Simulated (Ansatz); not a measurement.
# CHB (singlet): correlated methods under varied settings at distance C2–H3 = 1.998 Å

Aim: run CHB (singlet) at one geometry under a spread of methods and options, and see what each costs and gives.

Program: Ansatz 0.2.0, Gaussian basis. Level of theory: the settings change from run to run. These are calculated values, not measurements.

17 further runs of the same task are left out: 7 that didn't finish, 10 set aside as unsound or not needed.

## 1. What is computed

The geometry derives from a PBE0/def2-TZVP stationary point (not a proven minimum). One bond is set to the value named and the two fragments are kept rigid.

3 atoms, charge 0, spin multiplicity 1.

Atoms are counted from 1 here; the program's logs count them from 0.

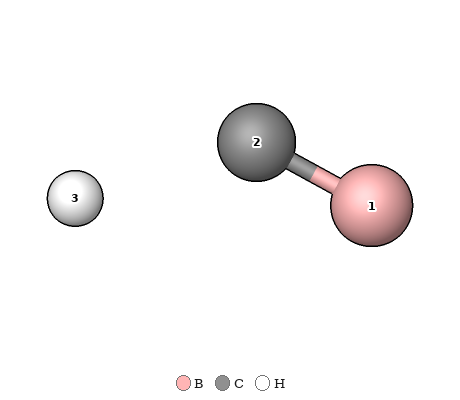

The geometry (boron pink, carbon grey, hydrogen white); atoms are numbered from 1 in the order of the file.

## 2. MRCISD+Q(relaxed)(8,5)/cc-pVDZ

in.yaml reads:

```yaml
crystal:
  periodic: [false, false, false]
  atoms:
    - {symbol: B, position_ang: [0.000000, 0.060948, 0.814354]}
    - {symbol: C, position_ang: [0.000000, -0.144429, -0.553265]}
    - {symbol: H, position_ang: [0.000000, 1.067310, -2.141879]}
basis:
  gaussian: {orbitals: cc-pVDZ}
correlation: {method: fic_mrcisd_q_relaxed, electrons: outside_noble_gas, active_space: {window: {electrons: 8, orbitals: 5}, states: [{multiplicity: 1, weights: [1, 0.5]}]}}
```

Started as:

```
> ansatz run in.yaml --threads 1 --pin off --events-out ev --progress --plain --max-ram 2393MiB
```

The program printed, cut to the lines that bear on the results:

```text
Functional definition: HF
  name "HF"
  cite "Fock, Z. Phys. 61, 126 (1930) doi:10.1007/BF01340294"
  parent pbe
[...]
590 factors; integrals over basis functions are off by at most 1.8e-7 eV
[...]
mean field -1706.21454744 eV, -62.7022281048 hartree, gradient 1.8e-6 eV, S^2 0.000000; 10 other end points of the search recorded, 0 dependent functions left out; unrestricted orbitals would lower it
[...]
reference -1706.16145452 eV, -62.7002769760 hartree; 6, 6 occupied and 27, 27 virtual orbitals, 590 factors
state -1707.86149459 eV, -62.7627522962 hartree
state -1707.32032171 eV, -62.7428645596 hartree
contracted CI cycle   1: correlation 0.00000000 eV, 0.0000000000 hartree, residual 1.71e1 eV
contracted CI cycle   2: correlation -5.01400986 eV, -0.1842614637 hartree, residual 4.03e0 eV
contracted CI cycle   3: correlation -5.41261849 eV, -0.1989100607 hartree, residual 2.30e0 eV
contracted CI cycle   4: correlation -5.52571942 eV, -0.2030664432 hartree, residual 1.25e0 eV
contracted CI cycle   5: correlation -5.56620005 eV, -0.2045540790 hartree, residual 5.45e-1 eV
contracted CI cycle   6: correlation -5.57260967 eV, -0.2047896281 hartree, residual 2.59e-1 eV
contracted CI cycle   7: correlation -5.57433346 eV, -0.2048529763 hartree, residual 1.31e-1 eV
contracted CI cycle   8: correlation -5.57484909 eV, -0.2048719255 hartree, residual 6.68e-2 eV
[...]
contracted CI cycle  15: correlation -5.57501026 eV, -0.2048778482 hartree, residual 5.15e-4 eV
state -1707.86149459 eV, -62.7627522962 hartree; corrected -1714.41998407 eV, -63.0037723388 hartree
contracted CI cycle   1: correlation 0.00000000 eV, 0.0000000000 hartree, residual 1.71e1 eV
contracted CI cycle   2: correlation -5.07948780 eV, -0.1866677336 hartree, residual 4.05e0 eV
contracted CI cycle   3: correlation -5.50196704 eV, -0.2021935594 hartree, residual 1.94e0 eV
contracted CI cycle   4: correlation -5.60134294 eV, -0.2058455564 hartree, residual 1.00e0 eV
contracted CI cycle   5: correlation -5.62728431 eV, -0.2067988841 hartree, residual 4.17e-1 eV
contracted CI cycle   6: correlation -5.63214676 eV, -0.2069775758 hartree, residual 1.85e-1 eV
contracted CI cycle   7: correlation -5.63334728 eV, -0.2070216940 hartree, residual 1.12e-1 eV
contracted CI cycle   8: correlation -5.63379036 eV, -0.2070379769 hartree, residual 7.74e-2 eV
contracted CI cycle   9: correlation -5.63397970 eV, -0.2070449353 hartree, residual 3.59e-2 eV
contracted CI cycle  10: correlation -5.63401295 eV, -0.2070461572 hartree, residual 1.44e-2 eV
contracted CI cycle  11: correlation -5.63401790 eV, -0.2070463389 hartree, residual 6.71e-3 eV
contracted CI cycle  12: correlation -5.63401923 eV, -0.2070463879 hartree, residual 3.61e-3 eV
contracted CI cycle  13: correlation -5.63401958 eV, -0.2070464007 hartree, residual 1.82e-3 eV
contracted CI cycle  14: correlation -5.63401967 eV, -0.2070464041 hartree, residual 8.48e-4 eV
state -1707.32032171 eV, -62.7428645596 hartree; corrected -1714.14051047 eV, -62.9935018736 hartree
Total energy: -1714.32682620 eV, -63.0003488504 hartree
```

Wall time 0.75 s (1 thread of Intel Xeon 6975P-C, shared host).

From the report: 17 determinants; active occupations (of the averaged states) 2.00, 2.00, 1.67, 1.57, 0.76.

## 3. HF/6-31++G**

in.yaml reads:

```yaml
crystal:
  periodic: [false, false, false]
  atoms:
    - {symbol: B, position_ang: [0.000000, 0.060948, 0.814354]}
    - {symbol: C, position_ang: [0.000000, -0.144429, -0.553265]}
    - {symbol: H, position_ang: [0.000000, 1.067310, -2.141879]}
basis:
  gaussian: {orbitals: "6-31++G**"}
magnetization: {spin_polarized: true, initial_magnetization: 0}
hamiltonian: {xc: hf}
accuracy: high
output: {forces: true, orbitals: {seedname: orbitals}}
```

The command is unchanged.

The program printed, cut to the lines that bear on the results:

```text
Functional definition: HF
  name "HF"
  cite "Fock, Z. Phys. 61, 126 (1930) doi:10.1007/BF01340294"
  parent pbe
[...]
833 factors; integrals over basis functions are off by at most 3.1e-9 eV
[...]
mean field -1709.53788709 eV, -62.8243585841 hartree, gradient 1.1e-8 eV, S^2 2.049175; 8 other end points of the search recorded, 0 dependent functions left out
[...]
reference -1709.53788709 eV, -62.8243585841 hartree; 6, 6 occupied and 38, 38 virtual orbitals, 833 factors
Total energy: -1709.53788709 eV, -62.8243585841 hartree
Atom 0 at     0.000000     0.060948     0.814354 Å, force    -0.000000     0.138651     1.072072 eV/Å
Atom 1 at     0.000000    -0.144429    -0.553265 Å, force     0.000000     0.666110    -2.101912 eV/Å
Atom 2 at     0.000000     1.067310    -2.141879 Å, force     0.000000    -0.804761     1.029839 eV/Å
Dipole moment:     0.000000     0.039525     0.075039 e Å
```

Run time: 1.1 s. Hardware: 1 thread of Intel Xeon 6975P-C, shared host.

From the report: ⟨S²⟩ of the determinant 2.049 (pure singlet: 0.00). The determinant is far from a pure spin state, so its energy mixes those of several spin states (harmless only where they are near-degenerate, as at dissociation).

## 4. CCSD(T)/cc-pVDZ

in.yaml reads:

```yaml
crystal:
  periodic: [false, false, false]
  atoms:
    - {symbol: B, position_ang: [0.000000, 0.060948, 0.814354]}
    - {symbol: C, position_ang: [0.000000, -0.144429, -0.553265]}
    - {symbol: H, position_ang: [0.000000, 1.067310, -2.141879]}
basis:
  gaussian: {orbitals: cc-pVDZ}
magnetization: {spin_polarized: false}
hamiltonian: {xc: {name: PBE}}
correlation: {method: ccsd_t, electrons: valence}
```

The command is unchanged.

The program printed, cut to the lines that bear on the results:

```text
Functional definition: PBE
  name "PBE"
  cite "Perdew, Burke & Ernzerhof, Phys. Rev. Lett. 77, 3865 (1996) doi:10.1103/PhysRevLett.77.3865"
  parent pbe
[...]
310 factors; integrals over basis functions are off by at most 1.3e-3 eV
[...]
mean field -1716.42865497 eV, -63.0775896331 hartree, gradient 2.7e-6 eV, S^2 0.000000; 8 other end points of the search recorded, 0 dependent functions left out; unrestricted orbitals would lower it
[...]
unrestricted determinant -1709.63166706 eV, -62.8278049346 hartree, S^2 2.0438
2 core orbitals not correlated: weight in the atoms' cores, before any rotation towards them, 1.000 or more for the frozen orbitals, at most 0.000 for the correlated occupied ones
reference -1705.39038801 eV, -62.6719408042 hartree; 4, 4 occupied and 27, 27 virtual orbitals, 310 factors
second order -7.62083535 eV of doubles, -0.45758233 eV of singles
cycle   1  -7.11342008 eV  change    9.5e-1 eV  update   1.8e-1
[...]
cycle  18  -8.21936491 eV  change    3.9e-6 eV  update   3.3e-6
perturbative correction -0.82732814 eV, -0.0304037485 hartree
Total energy: -1714.43708106 eV, -63.0044006418 hartree
```

Run time: 0.96 s. Hardware: 1 thread of Intel Xeon 6975P-C, shared host.

From the report: correlation -9.0467 eV; T1 0.018; largest double amplitude 0.25. The orbitals are Kohn-Sham ones, so correlation energy and T1 don't compare with those on Hartree-Fock orbitals.

## 5. CASSCF(2,2)/cc-pVDZ

Edit in.yaml of step 4 so:

```diff
@@ -8,4 +8,3 @@
   gaussian: {orbitals: cc-pVDZ}
-magnetization: {spin_polarized: false}
-hamiltonian: {xc: {name: PBE}}
-correlation: {method: ccsd_t, electrons: valence}
+correlation: {active_space: {window: {electrons: 2, orbitals: 2}}}
+output: {forces: true}
```

Same command.

The program printed, cut to the lines that bear on the results:

```text
Functional definition: HF
  name "HF"
  cite "Fock, Z. Phys. 61, 126 (1930) doi:10.1007/BF01340294"
  parent pbe
[...]
310 factors; integrals over basis functions are off by at most 1.3e-3 eV
[...]
mean field -1706.21453622 eV, -62.7022276925 hartree, gradient 2.1e-6 eV, S^2 0.000000; 10 other end points of the search recorded, 0 dependent functions left out
reference -1706.21453622 eV, -62.7022276925 hartree; 6, 6 occupied and 27, 27 virtual orbitals, 310 factors
state -1708.03945899 eV, -62.7692923672 hartree
the orbitals are reached from a further start. From the first start the search ends at -1707.74560264 eV, -62.7584933456 hartree
[...]
Total energy: -1708.03945899 eV, -62.7692923672 hartree
Atom 0 at     0.000000     0.060948     0.814354 Å, force     0.000000     0.593943     0.756827 eV/Å
Atom 1 at     0.000000    -0.144429    -0.553265 Å, force     0.000000     1.972120    -4.663061 eV/Å
Atom 2 at     0.000000     1.067310    -2.141879 Å, force    -0.000000    -2.566062     3.906234 eV/Å
Dipole moment:    -0.000000    -0.017246     0.191366 e Å
```

It took 0.54 s on 1 thread of Intel Xeon 6975P-C, shared host.

From the report: 4 determinants; active occupations 1.48, 0.52.

## 6. CISD/6-31++G**

in.yaml reads:

```yaml
crystal:
  periodic: [false, false, false]
  atoms:
    - {symbol: B, position_ang: [0.000000, 0.060948, 0.814354]}
    - {symbol: C, position_ang: [0.000000, -0.144429, -0.553265]}
    - {symbol: H, position_ang: [0.000000, 1.067310, -2.141879]}
basis:
  gaussian: {orbitals: "6-31++G**", point_charges: [{charge: -0.50, position_ang: [4.275, -0.325, 0.647]}]}
hamiltonian: {pseudopotentials: {relativity: scalar}}
correlation: {active_space: {ras: {orbitals: [4, 0, 38], electrons: 8, max_holes: 2, max_particles: 2}, fixed_orbitals: true}}
```

Launched as before.

The program printed, cut to the lines that bear on the results:

```text
Functional definition: HF
  name "HF"
  cite "Fock, Z. Phys. 61, 126 (1930) doi:10.1007/BF01340294"
  parent pbe
[...]
387 factors; integrals over basis functions are off by at most 1.1e-3 eV
[...]
mean field -1706.84395861 eV, -62.7253585384 hartree, gradient 4.0e-6 eV, S^2 0.000000; 11 other end points of the search recorded, 0 dependent functions left out
reference -1706.84395861 eV, -62.7253585384 hartree; 6, 6 occupied and 38, 38 virtual orbitals, 387 factors
state -1712.86463940 eV, -62.9466144767 hartree
Total energy: -1712.86463940 eV, -62.9466144767 hartree
Relativity: scalar
```

Wall time 0.81 s (1 thread of Intel Xeon 6975P-C, shared host).

From the report: 31,845 determinants.

## 7. CCSD/cc-pVDZ

in.yaml reads:

```yaml
crystal:
  periodic: [false, false, false]
  atoms:
    - {symbol: B, position_ang: [0.000000, 0.060948, 0.814354]}
    - {symbol: C, position_ang: [0.000000, -0.144429, -0.553265]}
    - {symbol: H, position_ang: [0.000000, 1.067310, -2.141879]}
basis:
  gaussian: {orbitals: cc-pVDZ}
magnetization: {spin_polarized: true, initial_magnetization: 0}
hamiltonian: {xc: {name: B3LYP}}
correlation: {method: ccsd, electrons: outside_noble_gas}
accuracy: high
```

The command is unchanged.

The program printed, cut to the lines that bear on the results:

```text
Functional definition: B3LYP
  name "B3LYP"
  cite "Stephens, Devlin, Chabalowski & Frisch, J. Phys. Chem. 98, 11623 (1994) doi:10.1021/j100096a001"
  cite "Becke, Phys. Rev. A 38, 3098 (1988) doi:10.1103/PhysRevA.38.3098"
  cite "Lee, Yang & Parr, Phys. Rev. B 37, 785 (1988) doi:10.1103/PhysRevB.37.785"
  cite "Vosko, Wilk & Nusair, Can. J. Phys. 58, 1200 (1980) doi:10.1139/p80-159"
[...]
664 factors; integrals over basis functions are off by at most 3.4e-9 eV
[...]
mean field -1719.61971881 eV, -63.1948590660 hartree, gradient 1.3e-8 eV, S^2 1.172323; 14 other end points of the search recorded, 0 dependent functions left out
2 core orbitals not correlated: weight in the atoms' cores, before any rotation towards them, 1.000 or more for the frozen orbitals, at most 0.000 for the correlated occupied ones
reference -1708.07067874 eV, -62.7704396716 hartree; 4, 4 occupied and 27, 27 virtual orbitals, 664 factors
second order -5.00209244 eV of doubles, -0.34730018 eV of singles
cycle   1  -5.41584681 eV  change   -6.3e-2 eV  update   9.7e-2
[...]
cycle  45  -5.93573526 eV  change   6.3e-10 eV  update  9.7e-10
WARN: in the space of 8 natural orbitals, full CI finds another state of this spin 0.228 eV below this run's state, or below the method's energy where it doesn't find this run's state
WARN: the results are in doubt because among natural orbitals full CI differs from the method by +0.196 eV
Total energy: -1714.00641400 eV, -62.9885739191 hartree
In doubt: among natural orbitals full CI differs from the method by +0.196 eV
```

Wall time 6 s (1 thread of Intel Xeon 6975P-C, shared host).

From the report: ⟨S²⟩ of the determinant 1.172 (pure singlet: 0.00); correlation -5.9357 eV; T1 0.039; largest double amplitude 0.14. The determinant is far from a pure spin state, so its energy mixes those of several spin states (harmless only where they are near-degenerate, as at dissociation). The orbitals are Kohn-Sham ones, so correlation energy and T1 don't compare with those on Hartree-Fock orbitals. Mind the lines of doubt at the end of the log.

## 8. MRCISD+Q(2,3)/cc-pVDZ

in.yaml reads:

```yaml
crystal:
  periodic: [false, false, false]
  atoms:
    - {symbol: B, position_ang: [0.000000, 0.060948, 0.814354]}
    - {symbol: C, position_ang: [0.000000, -0.144429, -0.553265]}
    - {symbol: H, position_ang: [0.000000, 1.067310, -2.141879]}
basis:
  gaussian: {orbitals: cc-pVDZ, fitting: {mean_field: def2-universal-jkfit}}
correlation: {method: fic_mrcisd_q, electrons: valence, active_space: {window: {electrons: 2, orbitals: 3}, states: [{multiplicity: 1, weights: [1, 0.5, 0.5]}], root: 2}}
```

Same command.

The program printed, cut to the lines that bear on the results:

```text
Functional definition: HF
  name "HF"
  cite "Fock, Z. Phys. 61, 126 (1930) doi:10.1007/BF01340294"
  parent pbe
[...]
168 factors; integrals over basis functions are off by at most 5.6e-1 eV
[...]
mean field -1706.21489166 eV, -62.7022407544 hartree, gradient 4.7e-6 eV, S^2 0.000000; 10 other end points of the search recorded, 0 dependent functions left out; unrestricted orbitals would lower it
reference -1706.16169091 eV, -62.7002856631 hartree; 6, 6 occupied and 27, 27 virtual orbitals, 168 factors
state -1706.99964936 eV, -62.7310800682 hartree
state -1706.57980182 eV, -62.7156509554 hartree
state -1705.80401001 eV, -62.6871411325 hartree
contracted CI cycle   1: correlation 0.00000000 eV, 0.0000000000 hartree, residual 1.71e1 eV
contracted CI cycle   2: correlation -5.26614397 eV, -0.1935272213 hartree, residual 4.34e0 eV
[...]
contracted CI cycle  17: correlation -5.82489189 eV, -0.2140608288 hartree, residual 1.40e-3 eV
contracted CI cycle  18: correlation -5.82489196 eV, -0.2140608312 hartree, residual 9.58e-4 eV
contracted CI cycle  19: correlation -5.82489199 eV, -0.2140608324 hartree, residual 6.61e-4 eV
contracted CI cycle  20: correlation -5.82489201 eV, -0.2140608330 hartree, residual 4.43e-4 eV
contracted CI cycle  21: correlation -5.82489201 eV, -0.2140608332 hartree, residual 2.70e-4 eV
contracted CI cycle  22: correlation -5.82489202 eV, -0.2140608333 hartree, residual 1.40e-4 eV
state -1704.48123401 eV, -62.6385300109 hartree; corrected -1711.78094210 eV, -62.9067893355 hartree
state -1706.99964936 eV, -62.7310800682 hartree; corrected -1714.14514011 eV, -62.9936720098 hartree
state -1706.57980182 eV, -62.7156509554 hartree; corrected -1714.08959608 eV, -62.9916308044 hartree
state -1705.80401001 eV, -62.6871411325 hartree; corrected -1713.09907260 eV, -62.9552297379 hartree
[...]
Total energy: -1713.09907260 eV, -62.9552297379 hartree
```

Run time: 1 s. Hardware: 1 thread of Intel Xeon 6975P-C, shared host.

From the report: 9 determinants; active occupations (of the averaged states) 1.09, 0.89, 0.03.

## 9. CISD/cc-pVTZ-DK

in.yaml reads:

```yaml
crystal:
  periodic: [false, false, false]
  atoms:
    - {symbol: B, position_ang: [0.000000, 0.060948, 0.814354]}
    - {symbol: C, position_ang: [0.000000, -0.144429, -0.553265]}
    - {symbol: H, position_ang: [0.000000, 1.067310, -2.141879]}
basis:
  gaussian: {orbitals: cc-pVTZ-DK}
correlation: {active_space: {ras: {orbitals: [6, 0, 68], electrons: 12, max_holes: 2, max_particles: 2}, fixed_orbitals: true}}
```

The command is unchanged.

The program printed, cut to the lines that bear on the results:

```text
Functional definition: HF
  name "HF"
  cite "Fock, Z. Phys. 61, 126 (1930) doi:10.1007/BF01340294"
  parent pbe
[...]
427 factors; integrals over basis functions are off by at most 1.2e-3 eV
[...]
mean field -1707.15813962 eV, -62.7369044776 hartree, gradient 3.0e-6 eV, S^2 0.000000; 13 other end points of the search recorded, 0 dependent functions left out
reference -1707.15813962 eV, -62.7369044776 hartree; 6, 6 occupied and 68, 68 virtual orbitals, 427 factors
state -1714.44856848 eV, -63.0048227967 hartree
Total energy: -1714.44856848 eV, -63.0048227967 hartree
Relativity: scalar
```

Run time: 8 s. Hardware: 1 thread of Intel Xeon 6975P-C, shared host; peak memory 0.37 GiB.

From the report: 235,621 determinants.

## 10. CCSDT on UHF/cc-pVDZ

in.yaml reads:

```yaml
crystal:
  periodic: [false, false, false]
  atoms:
    - {symbol: B, position_ang: [0.000000, 0.060948, 0.814354]}
    - {symbol: C, position_ang: [0.000000, -0.144429, -0.553265]}
    - {symbol: H, position_ang: [0.000000, 1.067310, -2.141879]}
basis:
  gaussian: {orbitals: cc-pVDZ}
magnetization: {spin_polarized: true, initial_magnetization: 0}
correlation: {method: ccsdt, electrons: valence}
accuracy: high
scf: {lower_state_search: light}
```

Launched as before.

The program printed, cut to the lines that bear on the results:

```text
Functional definition: HF
  name "HF"
  cite "Fock, Z. Phys. 61, 126 (1930) doi:10.1007/BF01340294"
  parent pbe
[...]
664 factors; integrals over basis functions are off by at most 3.4e-9 eV
[...]
mean field -1709.63168771 eV, -62.8278056932 hartree, gradient 2.7e-8 eV, S^2 2.043729; 24 other end points of the search recorded, 0 dependent functions left out
determinant -1709.63168771 eV, -62.8278056932 hartree, with singles and doubles -1713.93018157 eV, -62.9857724290 hartree
determinant -1709.57731008 eV, -62.8258073524 hartree, with singles and doubles -1713.85411239 eV, -62.9829769383 hartree
determinant -1709.07623698 eV, -62.8073932556 hartree, with singles and doubles -1713.85839888 eV, -62.9831344640 hartree
determinant -1709.05004162 eV, -62.8064305938 hartree, with singles and doubles -1713.93901830 eV, -62.9860971729 hartree
determinant -1708.96766795 eV, -62.8034034173 hartree, with singles and doubles -1713.76867042 eV, -62.9798370040 hartree
[...]
determinant -1708.83299650 eV, -62.7984543327 hartree, with singles and doubles -1713.91018712 eV, -62.9850376466 hartree
determinant -1708.80636553 eV, -62.7974756629 hartree, with singles and doubles -1713.85497468 eV, -62.9830086268 hartree
[...]
2 core orbitals not correlated: weight in the atoms' cores, before any rotation towards them, 1.000 or more for the frozen orbitals, at most 0.000 for the correlated occupied ones
reference -1709.05004162 eV, -62.8064305938 hartree; 4, 4 occupied and 27, 27 virtual orbitals, 664 factors
second order -3.66489781 eV of doubles, -0.00000000 eV of singles
cycle   1  -4.14020156 eV  change   -4.8e-1 eV  update   1.1e-1
[...]
cycle  79  -5.57688995 eV  change   7.7e-10 eV  update  4.0e-10
WARN: in the space of 8 natural orbitals, full CI finds another state of this spin 0.266 eV below this run's state, or below the method's energy where it doesn't find this run's state
WARN: the results are in doubt because among natural orbitals full CI differs from the method by +0.442 eV
Total energy: -1714.62693157 eV, -63.0113775192 hartree
In doubt: among natural orbitals full CI differs from the method by +0.442 eV
```

Run time: 12 s. Hardware: 1 thread of Intel Xeon 6975P-C, shared host.

From the report: ⟨S²⟩ of the determinant 1.739 (pure singlet: 0.00); correlation -5.5769 eV; T1 0.130; largest double amplitude 0.37. The determinant is far from a pure spin state, so its energy mixes those of several spin states (harmless only where they are near-degenerate, as at dissociation). Mind the lines of doubt at the end of the log.

## 11. All runs side by side

 † marks a result that the program doubts.

```csv
level,correlated,functions,energy (eV),time
"MRCISD+Q(relaxed)(8,5)/cc-pVDZ (mean of several states)",outside noble gas,33,-1714.3268,0.75 s
HF/6-31++G**,,44,-1709.5379,1.1 s
CCSD(T)/cc-pVDZ (on PBE orbitals),valence,33,-1714.4371,0.96 s
"CASSCF(2,2)/cc-pVDZ",,33,-1708.0395,0.54 s
"CISD/6-31++G** (beside a point charge, relativity set)",outside noble gas,44,-1712.8646,0.81 s
CCSD/cc-pVDZ (on B3LYP orbitals) †,outside noble gas,33,-1714.0064,6 s
"MRCISD+Q(2,3)/cc-pVDZ (excited root 2 of an average)",valence,33,-1713.0991,1 s
CISD/cc-pVTZ-DK,all,74,-1714.4486,8 s
CCSDT on UHF/cc-pVDZ †,valence,33,-1714.6269,12 s
```

## 12. What came out

```
quantity                         value
    runs                             9
quickest   CASSCF(2,2)/cc-pVDZ, 0.54 s
 slowest  CCSDT on UHF/cc-pVDZ †, 12 s
```

**Reading.** Total energies in different bases, with other cores or another treatment of relativity can't be set against each other. CCSDT on UHF/cc-pVDZ † took 22 times as long as CASSCF(2,2)/cc-pVDZ; the jobs differ in more than the method.
